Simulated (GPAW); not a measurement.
**A Mo chain with one atom pushed aside at constant bond length: a series of junctions**

Wanted: the trend of the zero-bias conductance over a family of junctions, a Mo chain with one atom pushed aside at constant bond length.

Program: GPAW 26.7.0. Level of theory: GPAW LCAO, PAW setups; Landauer transmission from Green's functions with principal layers (ASE), zero bias. Results are calculated unless marked as measured.

### 1. Set-up

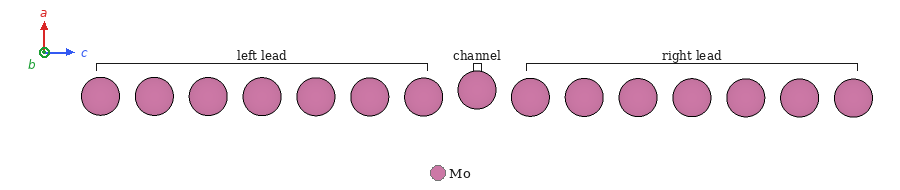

The cell as given, from the side, with the c axis across the page (molybdenum pink).

The cell holds 15 atoms: 15 Mo. Cell: a = 9.000 Å, b = 9.000 Å, c = 33.710 Å, α = 90.0°, β = 90.0°, γ = 90.0°. Regions: left lead, 7 atoms (7 Mo); channel, 1 atom (1 Mo); right lead, 7 atoms (7 Mo). Vacuum lies along a and b. The structure is stacked along c, and the current runs across the ab planes.

### 2. Member of the series, offset 0.3 Å

The structure changes from member to member while basis and functional stay, so that the trend is less open to errors of the level than any single value.

The input, run.py:

```python
import json
import numpy as np
from ase import Atoms
from ase.transport.calculators import TransportCalculator
from gpaw import GPAW, FermiDirac
from gpaw.lcao.tools import get_lcao_hamiltonian
from scipy.linalg import eigh

# The junction with lead layers at both ends, along the third cell vector
device = Atoms(
    ['Mo', 'Mo', 'Mo', 'Mo', 'Mo', 'Mo', 'Mo', 'Mo', 'Mo', 'Mo', 'Mo', 'Mo', 'Mo', 'Mo', 'Mo'],
    positions=[
        [4.50000, 4.50000, 1.12500],
        [4.50000, 4.50000, 3.37500],
        [4.50000, 4.50000, 5.62500],
        [4.50000, 4.50000, 7.87500],
        [4.50000, 4.50000, 10.12500],
        [4.50000, 4.50000, 12.37500],
        [4.50000, 4.50000, 14.62500],
        [4.80000, 4.50000, 16.85491],
        [4.50000, 4.50000, 19.08482],
        [4.50000, 4.50000, 21.33482],
        [4.50000, 4.50000, 23.58482],
        [4.50000, 4.50000, 25.83482],
        [4.50000, 4.50000, 28.08482],
        [4.50000, 4.50000, 30.33482],
        [4.50000, 4.50000, 32.58482]],
    cell=[[9.0, 0.0, 0.0], [0.0, 9.0, 0.0], [0.0, 0.0, 33.70982]],
    pbc=True)

# One principal layer of the lead: the first 5 atoms of the device
lead = Atoms(
    ['Mo', 'Mo', 'Mo', 'Mo', 'Mo'],
    positions=[
        [4.50000, 4.50000, 1.12500],
        [4.50000, 4.50000, 3.37500],
        [4.50000, 4.50000, 5.62500],
        [4.50000, 4.50000, 7.87500],
        [4.50000, 4.50000, 10.12500]],
    cell=[[9.0, 0.0, 0.0], [0.0, 9.0, 0.0], [0.0, 0.0, 11.25]],
    pbc=True)

settings = dict(mode='lcao', basis='dzp', xc='PBE', h=0.2,
                occupations=FermiDirac(0.1), maxiter=250,
                mixer=dict(beta=0.1, nmaxold=8, weight=100.0),
                convergence=dict(density=0.0001))
energies = np.arange(-3, 3 + 1e-9, 0.075)
eta = 0.0001
n1, n2 = 1, 1
# k and -k transmit alike, so half of the mesh across the current serves
mesh = [(i, j) for i in range(n1) for j in range(n2) if (i, j) <= (-i % n1, -j % n2)]
weights = np.array([1 if (i, j) == (-i % n1, -j % n2) else 2 for i, j in mesh]) / (n1 * n2)

# [... helper functions left out ...]
fermi_lead = ground_state(lead, (1, 1, 10), 'lead.txt')
fermi_device = ground_state(device, (1, 1, 3), 'device.txt')
# [... loop over the mesh left out, but for ...]
        # Shift the lead onto the potential of the device's first layer
        shift = ((H[:, 0, 0] - H0[:, 0, 0]) / S0[0, 0]).real.mean()
# [...]
kT = 8.617333e-5 * 300
bias = [0.1, 0.2, 0.5, 1.0, 1.5, 2.0]
# [... integrals and printing left out ...]
```

The run is started by

```bash
> OMP_NUM_THREADS=1 OPENBLAS_NUM_THREADS=1 python run.py
```

The log of the run:

```text
basis functions: device 435, principal layer 145
Fermi level: lead -2.7421 eV, device -2.7429 eV; lead shifted by -0.0000 eV
largest coupling past the next layer 2.80e-05 eV, largest misfit of the first layer 0.003 eV
  E-E_F (eV)   T (one spin)  [channel counts left out]
    -3.000    2.9320e+00
    -2.925    2.9441e+00
    -2.850    2.9546e+00
    -2.775    2.9625e+00
    -2.700    2.9684e+00
    -2.625    2.9730e+00
    -2.550    2.9765e+00
    -2.475    2.9793e+00
    -2.400    2.9816e+00
    -2.325    2.9834e+00
    -2.250    2.9850e+00
    -2.175    2.9863e+00
    -2.100    2.9873e+00
    -2.025    2.9882e+00
    -1.950    2.9888e+00
    -1.875    2.9893e+00
[...]
2.475    1.9695e+00
     2.550    1.9617e+00
     2.625    1.9502e+00
     2.700    1.9325e+00
     2.775    1.9037e+00
     2.850    1.8511e+00
     2.925    1.7230e+00
     3.000    9.9336e-01
conductance at 300 K: 5.9868 G0 a cell; thermopower 0.01276 uV/K
current from the zero-bias T(E) at 0.1 V: 46.385 uA
current from the zero-bias T(E) at 0.2 V: 92.768 uA
current from the zero-bias T(E) at 0.5 V: 231.87 uA
current from the zero-bias T(E) at 1.0 V: 463.32 uA
current from the zero-bias T(E) at 1.5 V: 691.65 uA
current from the zero-bias T(E) at 2.0 V: 887.6 uA
```

It took 5 min on 1 thread of Arm Neoverse V1, shared host; peak memory 1.4 GiB.

Numbers from this step:

```yaml
conductance: 5.987 G₀
largest_coupling_past_the_next_principal_layer: 2.80e-5 eV
largest_misfit_of_the_first_principal_layer: 0.002891 eV
shift_that_aligns_the_lead: -2.66e-5 eV
basis_functions_of_the_junction: 435
basis_functions_of_a_principal_layer: 145
transmission_at_the_fermi_level_one_spin: 5.987
```

One spin. Transmission, zone mean against energy, zero at the Fermi level:

```csv
energy (eV),"transmission, zone mean"
-3.0000,2.93
-2.7750,2.96
-2.4750,2.98
-2.2500,2.98
-2.0250,2.99
-1.7250,2.99
-1.5000,4.41
-1.2750,3.99
-0.9750,3.99
-0.7500,5.78
-0.5250,5.97
-0.2250,5.99
-0.0750,5.99
0.0000,5.99
0.2250,5.98
0.5250,5.95
0.7500,5.91
0.9750,5.80
1.2750,5.10
1.5000,3.91
1.7250,3.95
2.0250,1.96
2.2500,1.98
2.4750,1.97
2.7750,1.90
3.0000,0.993
```

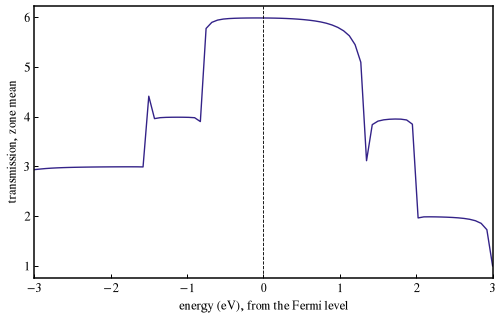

Transmission, zone mean against energy.

Not self-consistent under bias; the bias window is split evenly. Current through one cell, from the zero-bias transmission against bias:

| bias (V) | current through one cell, from the zero-bias transmission (mA) |
| --- | --- |
| 0.100 | 0.0464 |
| 0.200 | 0.0928 |
| 0.500 | 0.232 |
| 1.000 | 0.463 |
| 1.500 | 0.692 |
| 2.000 | 0.888 |

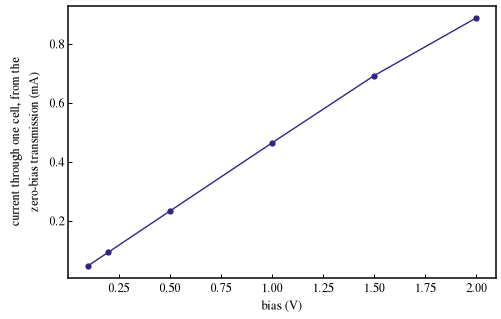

Current through one cell, from the zero-bias transmission, plotted against bias.

Table of transmission of the three most open eigenchannels by energy, zero at the Fermi level:

```csv
energy (eV),channel 1,channel 2,channel 3
-3.0000,0.998,0.993,0.940
-2.7750,0.999,0.996,0.968
-2.4750,0.999,0.997,0.983
-2.2500,0.999,0.997,0.989
-2.0250,0.999,0.998,0.992
-1.7250,0.999,0.998,0.993
-1.5000,0.999,0.998,0.933
-1.2750,0.999,0.997,0.996
-0.9750,0.999,0.998,0.995
-0.7500,0.999,0.998,0.986
-0.5250,0.999,0.999,0.998
-0.2250,0.999,0.999,0.998
0.0000,0.999,0.999,0.998
0.2250,0.999,0.999,0.998
0.5250,0.999,0.998,0.998
0.7500,0.999,0.998,0.998
0.9750,0.999,0.998,0.993
1.2750,0.999,0.997,0.927
1.5000,0.999,0.996,0.962
1.7250,0.998,0.994,0.986
2.0250,0.992,0.969,4.0e-5
2.2500,0.996,0.986,4.1e-5
2.4750,0.996,0.973,4.2e-5
2.7750,0.996,0.908,4.2e-5
3.0000,0.993,4.4e-5,9.9e-7
```

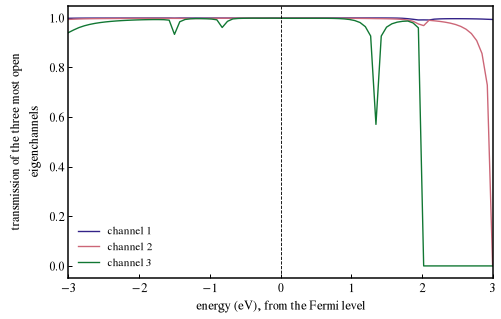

Transmission of the three most open eigenchannels, plotted against energy.

Couplings past the next layer reach 2.8e-5 eV, small enough to drop; the matrix elements of the cell's first layer differ from the bulk lead's by up to 0.0029 eV. That layer keeps its own values in the calculation, and only beyond it is the lead taken as perfect. The Fermi levels of lead and junction count from different zeros of potential, one for each periodic cell; with both set to zero, the small remaining shift is what aligns them. By hand: G = 5.987 × 77.48 μS = 464 μS, a resistance of 2.16 kΩ; at 0.1 V a linear junction would pass 46.4 μA, and the integral over the bias window gives 46.4 μA.

### 3. Junction: offset = 0.6

The cell differs from the one that the last finished run ended in (c 33.710 → 33.587 Å).

Changes to run.py since step 2:

```diff
@@ -19,11 +19,11 @@
         [4.50000, 4.50000, 14.62500],
-        [4.80000, 4.50000, 16.85491],
-        [4.50000, 4.50000, 19.08482],
-        [4.50000, 4.50000, 21.33482],
-        [4.50000, 4.50000, 23.58482],
-        [4.50000, 4.50000, 25.83482],
-        [4.50000, 4.50000, 28.08482],
-        [4.50000, 4.50000, 30.33482],
-        [4.50000, 4.50000, 32.58482]],
-    cell=[[9.0, 0.0, 0.0], [0.0, 9.0, 0.0], [0.0, 0.0, 33.70982]],
+        [5.10000, 4.50000, 16.79352],
+        [4.50000, 4.50000, 18.96205],
+        [4.50000, 4.50000, 21.21205],
+        [4.50000, 4.50000, 23.46205],
+        [4.50000, 4.50000, 25.71205],
+        [4.50000, 4.50000, 27.96205],
+        [4.50000, 4.50000, 30.21205],
+        [4.50000, 4.50000, 32.46205]],
+    cell=[[9.0, 0.0, 0.0], [0.0, 9.0, 0.0], [0.0, 0.0, 33.58705]],
     pbc=True)
```

The log of the run:

```text
basis functions: device 435, principal layer 145
Fermi level: lead -2.7421 eV, device -2.7297 eV; lead shifted by 0.0028 eV
largest coupling past the next layer 2.80e-05 eV, largest misfit of the first layer 0.008 eV
  E-E_F (eV)   T (one spin)  [channel counts left out]
    -3.000    2.5115e+00
    -2.925    2.5656e+00
    -2.850    2.6145e+00
    -2.775    2.6560e+00
    -2.700    2.6918e+00
    -2.625    2.7229e+00
    -2.550    2.7499e+00
    -2.475    2.7734e+00
    -2.400    2.7937e+00
    -2.325    2.8112e+00
    -2.250    2.8263e+00
    -2.175    2.8393e+00
    -2.100    2.8502e+00
    -2.025    2.8594e+00
    -1.950    2.8669e+00
    -1.875    2.8726e+00
[...]
2.475    1.4539e+00
     2.550    1.3847e+00
     2.625    1.3149e+00
     2.700    1.2430e+00
     2.775    1.1656e+00
     2.850    1.0769e+00
     2.925    9.6776e-01
     3.000    8.1971e-01
conductance at 300 K: 5.8747 G0 a cell; thermopower 0.2098 uV/K
current from the zero-bias T(E) at 0.1 V: 45.513 uA
current from the zero-bias T(E) at 0.2 V: 90.996 uA
current from the zero-bias T(E) at 0.5 V: 227 uA
current from the zero-bias T(E) at 1.0 V: 450.46 uA
current from the zero-bias T(E) at 1.5 V: 662.68 uA
current from the zero-bias T(E) at 2.0 V: 841.64 uA
```

It took 4.4 min on 1 thread; peak memory 1.4 GiB.

Numbers from this step:

- conductance: 5.875 G₀
- largest misfit of the first principal layer: 0.008264 eV
- shift that aligns the lead: 0.002837 eV
- transmission at the Fermi level (one spin): 5.877

One spin. The transmission, zone mean by energy, zero at the Fermi level:

```
energy (eV)  transmission, zone mean
    -3.0000                     2.51
    -2.7750                     2.66
    -2.4750                     2.77
    -2.2500                     2.83
    -2.0250                     2.86
    -1.7250                     2.88
    -1.5000                     4.18
    -1.2750                     3.92
    -0.9750                     3.88
    -0.7500                     4.97
    -0.5250                     5.71
    -0.2250                     5.88
    -0.0750                     5.89
     0.0000                     5.88
     0.2250                     5.80
     0.5250                     5.62
     0.7500                     5.40
     0.9750                     5.08
     1.2750                     4.24
     1.5000                     3.46
     1.7250                     3.61
     2.0250                     1.79
     2.2500                     1.65
     2.4750                     1.45
     2.7750                     1.17
     3.0000                    0.820
```

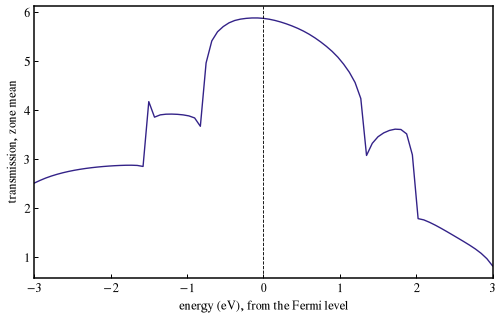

Transmission, zone mean, plotted against energy.

Not self-consistent under bias; the bias window is split evenly. The current through one cell, from the zero-bias transmission by bias:

```
bias (V)  current through one cell, from the zero-bias transmission (mA)
   0.100                                                          0.0455
   0.200                                                          0.0910
   0.500                                                           0.227
   1.000                                                           0.450
   1.500                                                           0.663
   2.000                                                           0.842
```

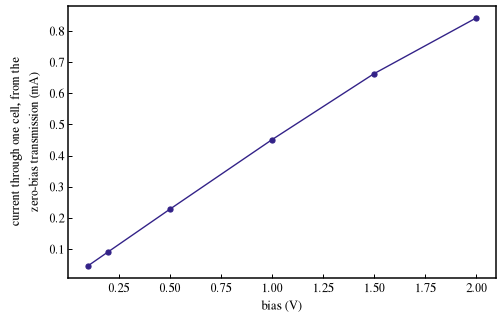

Current through one cell, from the zero-bias transmission against bias.

Table of transmission of the three most open eigenchannels by energy, zero at the Fermi level:

```csv
energy (eV),channel 1,channel 2,channel 3
-3.000,0.996,0.915,0.600
-2.475,0.998,0.967,0.809
-2.025,0.998,0.978,0.883
-1.500,0.997,0.981,0.942
-0.975,0.998,0.995,0.972
-0.525,0.998,0.997,0.988
0.000,0.999,0.998,0.993
0.525,0.999,0.998,0.998
0.975,0.999,0.998,0.994
1.500,0.997,0.964,0.751
2.025,0.935,0.851,1.5e-4
2.475,0.963,0.491,1.8e-4
3.000,0.820,2.1e-4,1.8e-7
```

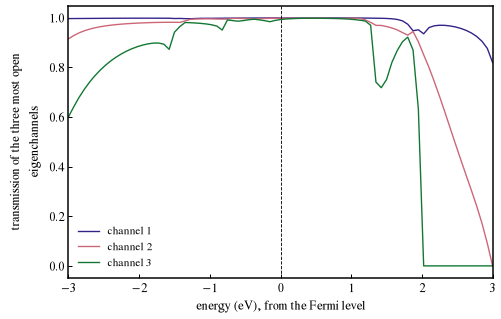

Transmission of the three most open eigenchannels, plotted against energy.

The conductance, 5.87 G₀, lies 1.9 % below that of the member before.

### 4. Junction: offset = 0.9

The cell differs from the one that the last finished run ended in (c 33.587 → 33.374 Å).

Changes to run.py since step 3:

```diff
@@ -19,11 +19,11 @@
         [4.50000, 4.50000, 14.62500],
-        [5.10000, 4.50000, 16.79352],
-        [4.50000, 4.50000, 18.96205],
-        [4.50000, 4.50000, 21.21205],
-        [4.50000, 4.50000, 23.46205],
-        [4.50000, 4.50000, 25.71205],
-        [4.50000, 4.50000, 27.96205],
-        [4.50000, 4.50000, 30.21205],
-        [4.50000, 4.50000, 32.46205]],
-    cell=[[9.0, 0.0, 0.0], [0.0, 9.0, 0.0], [0.0, 0.0, 33.58705]],
+        [5.40000, 4.50000, 16.68716],
+        [4.50000, 4.50000, 18.74932],
+        [4.50000, 4.50000, 20.99932],
+        [4.50000, 4.50000, 23.24932],
+        [4.50000, 4.50000, 25.49932],
+        [4.50000, 4.50000, 27.74932],
+        [4.50000, 4.50000, 29.99932],
+        [4.50000, 4.50000, 32.24932]],
+    cell=[[9.0, 0.0, 0.0], [0.0, 9.0, 0.0], [0.0, 0.0, 33.37432]],
     pbc=True)
```

The log of the run:

```text
basis functions: device 435, principal layer 145
Fermi level: lead -2.7421 eV, device -2.7013 eV; lead shifted by 0.0063 eV
largest coupling past the next layer 2.80e-05 eV, largest misfit of the first layer 0.017 eV
  E-E_F (eV)   T (one spin)  [channel counts left out]
    -3.000    1.7596e+00
    -2.925    1.8378e+00
    -2.850    1.9115e+00
[...]
2.925    5.5054e-01
     3.000    2.5091e-01
conductance at 300 K: 5.3387 G0 a cell; thermopower 0.3791 uV/K
current from the zero-bias T(E) at 0.1 V: 41.356 uA
current from the zero-bias T(E) at 0.2 V: 82.661 uA
current from the zero-bias T(E) at 0.5 V: 205.83 uA
current from the zero-bias T(E) at 1.0 V: 405.95 uA
current from the zero-bias T(E) at 1.5 V: 591.46 uA
current from the zero-bias T(E) at 2.0 V: 746.91 uA
```

Run time: 4.6 min. Hardware: 1 thread; peak memory 1.4 GiB.

The conductance, 5.34 G₀, lies 9.1 % below that of the member before.

### 5. Junction: offset = 1.2

The cell differs from the one that the last finished run ended in (c 33.374 → 33.057 Å).

Changes to run.py since step 4:

```diff
@@ -19,11 +19,11 @@
         [4.50000, 4.50000, 14.62500],
-        [5.40000, 4.50000, 16.68716],
-        [4.50000, 4.50000, 18.74932],
-        [4.50000, 4.50000, 20.99932],
-        [4.50000, 4.50000, 23.24932],
-        [4.50000, 4.50000, 25.49932],
-        [4.50000, 4.50000, 27.74932],
-        [4.50000, 4.50000, 29.99932],
-        [4.50000, 4.50000, 32.24932]],
-    cell=[[9.0, 0.0, 0.0], [0.0, 9.0, 0.0], [0.0, 0.0, 33.37432]],
+        [5.70000, 4.50000, 16.52829],
+        [4.50000, 4.50000, 18.43157],
+        [4.50000, 4.50000, 20.68157],
+        [4.50000, 4.50000, 22.93157],
+        [4.50000, 4.50000, 25.18157],
+        [4.50000, 4.50000, 27.43157],
+        [4.50000, 4.50000, 29.68157],
+        [4.50000, 4.50000, 31.93157]],
+    cell=[[9.0, 0.0, 0.0], [0.0, 9.0, 0.0], [0.0, 0.0, 33.05657]],
     pbc=True)
```

The log of the run:

```text
basis functions: device 435, principal layer 145
Fermi level: lead -2.7421 eV, device -2.6546 eV; lead shifted by 0.0054 eV
largest coupling past the next layer 2.80e-05 eV, largest misfit of the first layer 0.027 eV
  E-E_F (eV)   T (one spin)  [channel counts left out]
    -3.000    1.2360e+00
    -2.925    1.2428e+00
    -2.850    1.2511e+00
[...]
2.925    1.1117e+00
     3.000    9.9932e-01
conductance at 300 K: 4.5048 G0 a cell; thermopower -0.01838 uV/K
current from the zero-bias T(E) at 0.1 V: 34.896 uA
current from the zero-bias T(E) at 0.2 V: 69.752 uA
current from the zero-bias T(E) at 0.5 V: 173.68 uA
current from the zero-bias T(E) at 1.0 V: 342.27 uA
current from the zero-bias T(E) at 1.5 V: 499.93 uA
current from the zero-bias T(E) at 2.0 V: 630.79 uA
```

The job ended after 4.3 min (1 thread; peak memory 1.4 GiB).

The conductance, 4.50 G₀, lies 16 % below that of the member before.

### 6. Comparing the runs

Times are for 1 thread of Arm Neoverse V1, shared host. The runs compared:

| no. | offset (Å) | conductance (G₀) | time | memory (GiB) |
| --- | --- | --- | --- | --- |
| 1 | 0.3 | 5.987 | 5 min | 1.4 |
| 2 | 0.6 | 5.875 | 4.4 min | 1.4 |
| 3 | 0.9 | 5.339 | 4.6 min | 1.4 |
| 4 | 1.2 | 4.505 | 4.3 min | 1.4 |

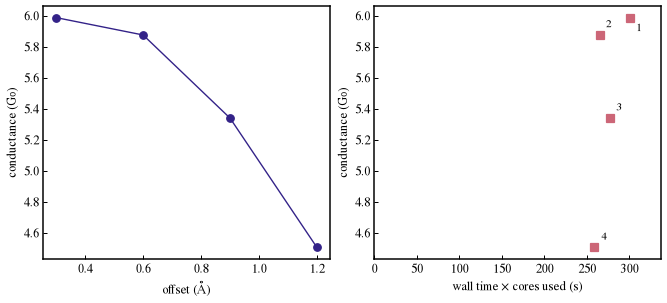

The series as plots; the last panel sets the first result against cost, with the runs numbered as in the table.

The runs together. The transmission, zone mean by energy, zero at the Fermi level:

| energy (eV) | 0.3 | 0.6 | 0.9 | 1.2 |
| --- | --- | --- | --- | --- |
| -3.000 | 2.93 | 2.51 | 1.76 | 1.24 |
| -2.475 | 2.98 | 2.77 | 2.19 | 1.34 |
| -2.025 | 2.99 | 2.86 | 2.38 | 1.54 |
| -1.500 | 4.41 | 4.18 | 3.67 | 3.36 |
| -0.975 | 3.99 | 3.88 | 3.46 | 2.61 |
| -0.525 | 5.97 | 5.71 | 5.05 | 4.15 |
| -0.075 | 5.99 | 5.89 | 5.36 | 4.50 |
| 0.000 | 5.99 | 5.88 | 5.34 | 4.51 |
| 0.525 | 5.95 | 5.62 | 4.95 | 4.29 |
| 0.975 | 5.80 | 5.08 | 4.42 | 3.86 |
| 1.500 | 3.91 | 3.46 | 3.07 | 2.78 |
| 1.725 | 3.95 | 3.61 | 3.02 | 2.00 |
| 2.025 | 1.96 | 1.79 | 1.25 | 0.884 |
| 2.475 | 1.97 | 1.45 | 1.02 | 0.952 |
| 3.000 | 0.993 | 0.820 | 0.251 | 0.999 |

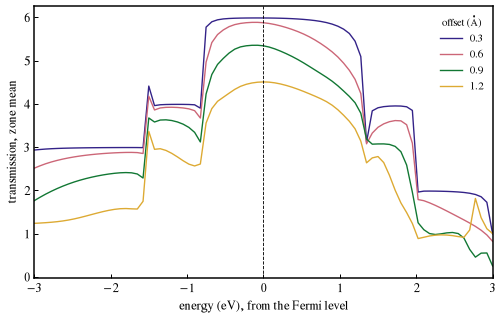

Transmission, zone mean against energy.

The runs together. The current through one cell, from the zero-bias transmission by bias:

```
bias (V)  0.3 (mA)  0.6 (mA)  0.9 (mA)  1.2 (mA)
   0.100    0.0464    0.0455    0.0414    0.0349
   0.200    0.0928    0.0910    0.0827    0.0698
   0.500     0.232     0.227     0.206     0.174
   1.000     0.463     0.450     0.406     0.342
   1.500     0.692     0.663     0.591     0.500
   2.000     0.888     0.842     0.747     0.631
```

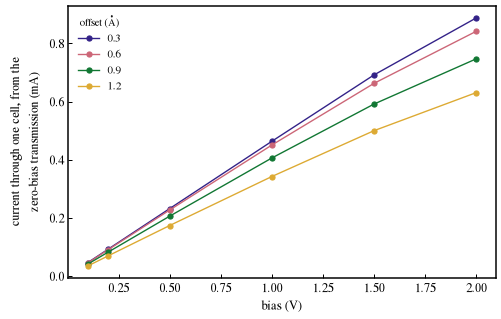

Current through one cell, from the zero-bias transmission, plotted against bias.

(Continued in part 2 of 2.)

[Logs are printed without paths, hosts, clocks, repeated set-up lines and the standing remarks that a program may print on its own settings, such as how far it seeks lower states.]

[Hosts, paths, dates, database ids (printed as entryN), source tags and the programs' standing remarks are cut or masked in the printed files.]
